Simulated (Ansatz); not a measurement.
**AlNH2F (SMILES [NH2][Al][F]): levels of theory compared**

Wanted: a comparison of 5 runs (U-wB97X/STO-3G, UB3LYP/STO-3G, UBLYP/STO-3G, UCAM-B3LYP/STO-3G, UCCSD/STO-3G) of AlNH2F. 

Program for the calculation: Ansatz 0.2.0.

62 further runs of the same task are left out: 3 that didn't finish, 59 set aside as unsound or not needed.

## (1) The molecule

The species is AlNH2F (5 atoms), meant as a doublet with charge 0. As SMILES, `[NH2][Al][F]`. The H5–N1 distance was set to 2.018 Å, away from the relaxed value. At this shape a bond of the SMILES string is far longer than usual.

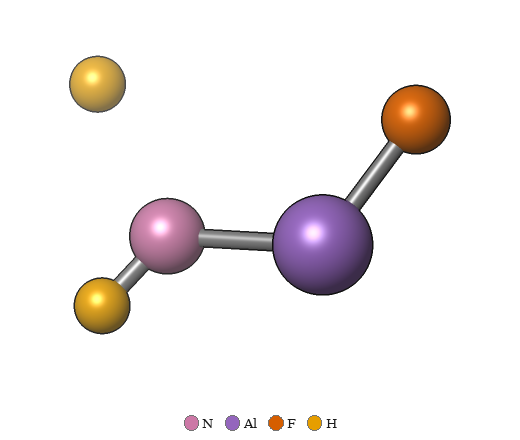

Viewed from a chosen angle; nitrogen pink, aluminium purple, fluorine orange, hydrogen amber.

## (2) The energy at U-wB97X/STO-3G (run 1)

File input.yaml:

```yaml
crystal:
  periodic: [false, false, false]
  atoms:
    - symbol: "N"
      position_ang: [-0.147697, 0.909405, 0.626811]
    - symbol: Al
      position_ang: [0.869003, 0.127605, 1.840111]
    - symbol: F
      position_ang: [1.465703, -1.376395, 1.480611]
    - symbol: H
      position_ang: [-0.567297, 1.818705, 0.727911]
    - symbol: H
      position_ang: [-0.621700, 0.088600, -1.154400]
basis:
  gaussian:
    orbitals: STO-3G
magnetization:
  spin_polarized: true
  initial_magnetization: 1
hamiltonian:
  xc: {name: wB97X}
accuracy: high
```

On the command line:

```console
$ ansatz run input.yaml --threads 1 --pin off --max-ram 2610MiB --events-out events.jsonl --progress --plain --runs-dir runs
```

Log:

```text
Warning: RAYON_NUM_THREADS=1 ignored (pool sized by the plan → 1); use --threads N
Functional definition: wB97X
  name "wB97X"
  parameter omega = 0.3/bohr
  parameter cx = 0.157706
  parameter cx1 = 0.726479
  parameter cx2 = 1.04760
  parameter cx3 = -5.70635
  parameter cx4 = 13.2794
  parameter css1 = -4.33879
  parameter css2 = 18.2308
  parameter css3 = -31.7430
  parameter css4 = 17.2901
  parameter cos1 = 2.37031
  parameter cos2 = -11.3995
  parameter cos3 = 6.58405
  parameter cos4 = -3.78132
  exchange = spin_sum(e_x_unif_sr(omega)*poly(b97_u_x, 1 - cx, cx1, cx2, cx3, cx4)) + cx*exact_x_sr(omega)
      + exact_x_lr(omega)
  correlation = spin_sum(e_c_pw_same_spin*poly(b97_u_same, 1, css1, css2, css3, css4))
      + integral(e_c_pw_opposite_spin*poly(b97_u_opposite, 1, cos1, cos2, cos3, cos4))
376 factors; integrals over basis functions are off by at most 3.1e-8 eV
154 factors; integrals over basis functions are off by at most 6.2e-10 eV
mean field evaluation 1: about -10683.8652 eV, gradient 2.6e1 eV
mean field evaluation 2: about -10674.7500 eV, gradient 5.2e1 eV
mean field evaluation 4: about -10690.7686 eV, gradient 2.9e0 eV
mean field evaluation 8: about -10691.1606 eV, gradient 1.6e-1 eV
mean field evaluation 16: about -10691.1409 eV, gradient 6.2e-4 eV
mean field evaluation 32: about -10684.6918 eV, gradient 9.7e0 eV
mean field -10691.14094729 eV, -392.8921830974 hartree, gradient 6.4e-8 eV, S^2 1.099682; 2 other end points of the search recorded, 0 dependent functions left out
reference -10691.14094613 eV, -392.8921830547 hartree; 16, 15 occupied and 5, 6 virtual orbitals, 376 factors
Total energy: -10691.14094613 eV, -392.8921830547 hartree
```

Run time: 12 s. Hardware: 1 thread of Arm Neoverse V1, shared host; peak memory 0.43 GiB.

## (3) A single-point energy at UB3LYP/STO-3G (run 2)

Changes to input.yaml since step 2:

```diff
@@ -3,3 +3,3 @@
   atoms:
-    - symbol: "N"
+    - symbol: N
       position_ang: [-0.147697, 0.909405, 0.626811]
@@ -20,3 +20,3 @@
 hamiltonian:
-  xc: {name: wB97X}
+  xc: {name: B3LYP}
 accuracy: high
```

On the command line:

```console
$ ansatz run input.yaml --threads 1 --pin off --max-ram 2610MiB --events-out events.jsonl --progress --plain --runs-dir runs
```

Log:

```text
Warning: RAYON_NUM_THREADS=1 ignored (pool sized by the plan → 1); use --threads N
Functional definition: B3LYP
  name "B3LYP"
  parameter a0 = 0.2
  parameter ax = 0.72
  parameter ac = 0.81
  exchange = (1 - a0 - ax)*slater_x + ax*b88_x + a0*exact_x
  correlation = (1 - ac)*vwn_rpa_c + ac*lyp_c
376 factors; integrals over basis functions are off by at most 3.1e-8 eV
mean field evaluation 1: about -10682.7819 eV, gradient 3.0e1 eV
mean field evaluation 2: about -10611.3217 eV, gradient 9.2e1 eV
mean field evaluation 4: about -10691.9244 eV, gradient 6.5e0 eV
mean field evaluation 8: about -10692.4339 eV, gradient 2.0e-1 eV
mean field evaluation 16: about -10692.4165 eV, gradient 2.2e-4 eV
mean field evaluation 32: about -10692.3954 eV, gradient 9.0e-1 eV
mean field -10692.41650722 eV, -392.9390590600 hartree, gradient 7.2e-8 eV, S^2 0.949669; 2 other end points of the search recorded, 0 dependent functions left out
reference -10692.41653459 eV, -392.9390600658 hartree; 16, 15 occupied and 5, 6 virtual orbitals, 376 factors
Total energy: -10692.41653459 eV, -392.9390600658 hartree
```

It took 2.6 s on 1 thread of Arm Neoverse V1, shared host; peak memory 0.13 GiB.

## (4) A single-point energy at UBLYP/STO-3G (run 3)

File in.yaml:

```yaml
crystal:
  periodic: [false, false, false]
  atoms:
    - {symbol: N, position_ang: [-0.147697, 0.909405, 0.626811]}
    - {symbol: Al, position_ang: [0.869003, 0.127605, 1.840111]}
    - {symbol: F, position_ang: [1.465703, -1.376395, 1.480611]}
    - {symbol: H, position_ang: [-0.567297, 1.818705, 0.727911]}
    - {symbol: H, position_ang: [-0.621700, 0.088600, -1.154400]}
basis:
  gaussian: {orbitals: STO-3G}
total_charge: 0
magnetization: {spin_polarized: true, initial_magnetization: 1}
hamiltonian: {xc: {name: BLYP}}
accuracy: high
```

On the command line:

```console
$ ansatz run in.yaml --threads 1 --pin off --max-ram 2610MiB --events-out events.jsonl --progress --plain --runs-dir runs
```

Log:

```text
Warning: RAYON_NUM_THREADS=1 ignored (pool sized by the plan → 1); use --threads N
Functional definition: BLYP
  name "BLYP"
  parameter beta = 0.0042
  parameter a = 0.04918
  parameter b = 0.132
  parameter c = 0.2533
  parameter d = 0.349
  exchange = b88_x(beta = beta)
  correlation = lyp_c(a = a, b = b, c = c, d = d)
376 factors; integrals over basis functions are off by at most 3.1e-8 eV
mean field evaluation 1: about -10679.7527 eV, gradient 3.2e1 eV
mean field evaluation 2: about -10589.1063 eV, gradient 9.6e1 eV
mean field evaluation 4: about -10689.6175 eV, gradient 9.9e0 eV
mean field evaluation 8: about -10690.7478 eV, gradient 1.4e-1 eV
mean field evaluation 16: about -10690.7067 eV, gradient 2.4e-4 eV
mean field evaluation 32: about -10690.6514 eV, gradient 1.7e0 eV
mean field -10690.70673139 eV, -392.8762259573 hartree, gradient 3.2e-8 eV, S^2 0.825865; 4 other end points of the search recorded, 0 dependent functions left out
reference -10690.70676870 eV, -392.8762273284 hartree; 16, 15 occupied and 5, 6 virtual orbitals, 376 factors
Total energy: -10690.70676870 eV, -392.8762273284 hartree
```

Wall time 2.6 s (1 thread of Arm Neoverse V1, shared host); peak memory 0.13 GiB.

Run 4 isn't shown in full; the table further down has it.

## (5) A single-point energy at UCCSD/STO-3G (run 5)

File molecule.yaml:

```yaml
crystal:
  periodic: [false, false, false]
  atoms:
    - {symbol: "N", position_ang: [-0.147697, 0.909405, 0.626811]}
    - {symbol: Al, position_ang: [0.869003, 0.127605, 1.840111]}
    - {symbol: F, position_ang: [1.465703, -1.376395, 1.480611]}
    - {symbol: H, position_ang: [-0.567297, 1.818705, 0.727911]}
    - {symbol: H, position_ang: [-0.621700, 0.088600, -1.154400]}
basis:
  gaussian:
    orbitals: STO-3G
magnetization:
  spin_polarized: true
  initial_magnetization: 1
correlation:
  method: ccsd
  frozen_orbitals: {Al: 5, F: 1, H: 0, "N": 1}
accuracy: high
scf:
  omitted_lower_state_checks: [cluster_reference, increment]
```

On the command line:

```console
$ ansatz run molecule.yaml --threads 1 --pin off --max-ram 2610MiB --events-out events.jsonl --progress --plain --runs-dir runs
```

Log:

```text
Warning: RAYON_NUM_THREADS=1 ignored (pool sized by the plan → 1); use --threads N
[... 15 lines left out ...]
7 core orbitals not correlated: weight in the atoms' cores, before any rotation towards them, 1.000 or more for the frozen orbitals, at most 0.000 for the correlated occupied ones
[... 50 lines left out ...]
Total energy: -10664.23328498 eV, -391.9033447460 hartree
Checks for a lower state left out: cluster_reference, increment
```

It took 0.72 s on 1 thread of Arm Neoverse V1, shared host.

## (6) The series

```tsv
run	level	frozen core orbitals	energy (Eh)	⟨S²⟩	wall time
1	U-wB97X/STO-3G	–	-392.892183	1.100	12 s
2	UB3LYP/STO-3G	–	-392.939060	0.950	2.6 s
3	UBLYP/STO-3G	–	-392.876227	0.826	2.6 s
4	UCAM-B3LYP/STO-3G	–	-392.845816	1.064	5.4 s
5	UCCSD/STO-3G	7	-391.903345	1.473	0.72 s
```

## (7) Summary of results

| quantity | value |
| --- | --- |
| run 5: total energy | -391.90334 Eh |
| run 5: correlation energy (7 core orbitals frozen) | -104.5 mEh |
| run 5: ⟨S²⟩ of the reference determinant | 1.473 |
| run 5: T1 diagnostic | 0.059 |

**Reading.** Totals of different functionals can't be ranked against each other. In runs 1, 2, 3, 4, 5 the basis is minimal, so the values are rough. Spin contamination of the reference: run 5 ⟨S²⟩ = 1.47, run 1 ⟨S²⟩ = 1.10, run 4 ⟨S²⟩ = 1.06, run 2 ⟨S²⟩ = 0.95. Where it is this large, the reference is a mixture of spin states, and values that rest on it are in doubt. All runs together took 24 s, the longest 12 s.
